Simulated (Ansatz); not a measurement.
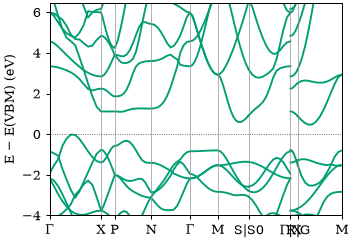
Band structure from r²SCAN in the plane-wave PAW code Ansatz

Read off the gap and where the band edges lie.

About 0.5 eV (0.46 eV by a search for the band edges); maximum on the Γ–X line, 45 % of the way from Γ, minimum on the G–M line, 28 % of the way from G.

Which compound is it?
A. Ca2Bi, I4/mmm (Ca on 4e, Ca on 4c, Bi on 4e)
B. Al2Os, MoSi2 or CaC2 type
C. Ca2Sb, I4/mmm (Ca on 4e, Ca on 4c, Sb on 4e)
D. K2NiO2, I4/mmm (K on 4e, Ni on 2a, O on 4e)

B, Al2Os, MoSi2 or CaC2 type

The workflow started from a Materials Project entry (that database holds measured and hypothetical structures alike); the Crystallography Open Database copy checked does not list it. Its standing as an ambient phase is unchecked. The r²SCAN relaxation kept the symmetry of its start; whether a distortion lowers the energy is not shown. No spin polarisation was allowed. Spin–orbit coupling is left out wherever it is not named.

Potentials: the later of the program's two PAW sets.
